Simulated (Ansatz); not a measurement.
Single-point calculation of C2H7FGe

System: C2H7FGe.
Method: RKS wPBEh/def2-TZVPP (Ansatz 0.2.0).

Some settings of this run were made unusual or wrong on purpose. The geometry comes from this level: PBE0-D4/def2-TZVP. Figures and captions count atoms from 1; the log counts them from 0 in places.

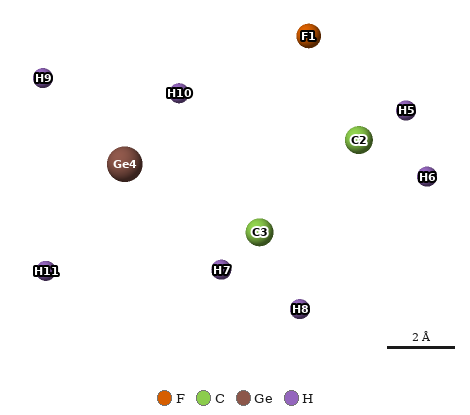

The structure as given in the input (ball-and-stick view, seen at a tilt; atoms are numbered from 1 in the order of the input). Sticks are drawn by distance; a stretched bond gets none, so the picture shows separate pieces.

**The input**
```yaml
crystal:
  periodic: [false, false, false]
  atoms:
    - {symbol: F, position_ang: [-3.205654, 4.103646, 1.882505]}
    - {symbol: C, position_ang: [0.476926, 3.797989, 0.928181]}
    - {symbol: C, position_ang: [1.707699, -0.149430, 1.189515]}
    - {symbol: Ge, position_ang: [-1.380173, -3.545085, -1.677846]}
    - {symbol: H, position_ang: [0.766065, 4.854706, -1.875981]}
    - {symbol: H, position_ang: [2.022348, 5.582545, 2.796580]}
    - {symbol: H, position_ang: [1.737309, -1.055681, 4.055144]}
    - {symbol: H, position_ang: [4.525295, -0.362434, 0.157372]}
    - {symbol: H, position_ang: [-5.129892, -4.151349, 0.158125]}
    - {symbol: H, position_ang: [-1.950439, -1.964583, -5.563662]}
    - {symbol: H, position_ang: [0.610643, -7.267347, -1.993281]}
basis:
  gaussian: {orbitals: def2-TZVPP}
hamiltonian: {xc: {name: wPBEh}, pseudopotentials: {relativity: none}}
output: {forces: true}
```

Hardware: 4 threads of AMD EPYC, 23 GiB of memory available, shared host.

Command:
```bash
ansatz run in.yaml --threads 4 --pin off --events-out ev --progress --plain --max-ram 10444MiB
```

**What the program printed**
```
Functional definition: wPBEh
  name "wPBEh"
  cite "Heyd, Scuseria & Ernzerhof, J. Chem. Phys. 118, 8207 (2003) doi:10.1063/1.1564060"
  cite "Krukau, Vydrov, Izmaylov & Scuseria, J. Chem. Phys. 125, 224106 (2006) doi:10.1063/1.2404663"
  cite "Heyd & Scuseria, J. Chem. Phys. 120, 7274 (2004) doi:10.1063/1.1668634"
  cite "Ernzerhof & Perdew, J. Chem. Phys. 109, 3313 (1998) doi:10.1063/1.476928"
  cite "Perdew, Burke & Ernzerhof, Phys. Rev. Lett. 77, 3865 (1996) doi:10.1103/PhysRevLett.77.3865"
  parent pbe
  parameter a = 0.25
  parameter omega = 0.11/bohr
  exchange = wpbe_x - a*pbe_x_sr(omega) + a*exact_x_sr(omega)
  correlation = pbe_c
1330 factors; their error is unknown
137 factors; integrals over basis functions are off by at most 7.5e-6 eV
mean field evaluation 1: about -61337.3802 eV, gradient 7.4e1 eV
mean field evaluation 2: about -60735.7420 eV, gradient 2.9e2 eV
mean field evaluation 4: about -60861.1141 eV, gradient 2.1e2 eV
mean field evaluation 8: about -61359.0106 eV, gradient 3.2e1 eV
mean field evaluation 16: about -61362.8449 eV, gradient 4.3e-1 eV
mean field evaluation 32: about -61362.8482 eV, gradient 9.7e-3 eV
mean field evaluation 64: about -61362.7979 eV, gradient 1.4e0 eV
mean field evaluation 96: about -61362.8435 eV, gradient 7.4e-2 eV
mean field evaluation 128: about -61362.8362 eV, gradient 1.7e-1 eV
mean field evaluation 160: about -61359.2264 eV, gradient 1.2e1 eV
mean field -61362.84818837 eV, -2255.0430776902 hartree, gradient 3.0e-6 eV, S^2 0.000000; 10 other end points of the search recorded, 0 dependent functions left out
the calculation of the forces begins
reference -61362.84827379 eV, -2255.0430808292 hartree; 30, 30 occupied and 209, 209 virtual orbitals, 1330 factors
Total energy: -61362.84827379 eV, -2255.0430808292 hartree
Atom 0 at    -3.205654     4.103646     1.882505 Å, force     0.238337    -0.050715    -0.070506 eV/Å
Atom 1 at     0.476926     3.797989     0.928181 Å, force     0.561873     1.179111    -0.330217 eV/Å
Atom 2 at     1.707699    -0.149430     1.189515 Å, force     1.222710    -0.460193     0.817569 eV/Å
Atom 3 at    -1.380173    -3.545085    -1.677846 Å, force    -0.327287    -0.333240    -0.292935 eV/Å
Atom 4 at     0.766065     4.854706    -1.875981 Å, force    -0.106715    -0.421736     1.229039 eV/Å
Atom 5 at     2.022348     5.582545     2.796580 Å, force    -0.666071    -0.747099    -0.845121 eV/Å
Atom 6 at     1.737309    -1.055681     4.055144 Å, force     0.037136     0.402839    -1.317233 eV/Å
Atom 7 at     4.525295    -0.362434     0.157372 Å, force    -1.268713     0.082611     0.514134 eV/Å
Atom 8 at    -5.129892    -4.151349     0.158125 Å, force     0.456219     0.078144    -0.212028 eV/Å
Atom 9 at    -1.950439    -1.964583    -5.563662 Å, force     0.076251    -0.176937     0.461119 eV/Å
Atom 10 at     0.610643    -7.267347    -1.993281 Å, force    -0.223739     0.447216     0.046180 eV/Å
Dipole moment:     0.979595    -2.075736    -0.963088 e Å
```

**What the run reported**

```json
{"quantity": "outcome", "value": "converged"}
{"quantity": "total energy", "value": "−61362.8483 eV"}
{"quantity": "SCF solution under orbital rotations", "value": "stable"}
{"quantity": "largest force (length of the vector)", "value": "1.541 eV/Å"}
{"quantity": "dipole moment", "value": "11.96 D"}
{"quantity": "wall time", "value": "29 s (CPU time 1.8 min)"}
{"quantity": "peak memory", "value": "0.68 GiB"}
```

**What went wrong**

A setting was made wrong on purpose: apart. The program still converged, but the numbers can't be taken as results for the intended system.
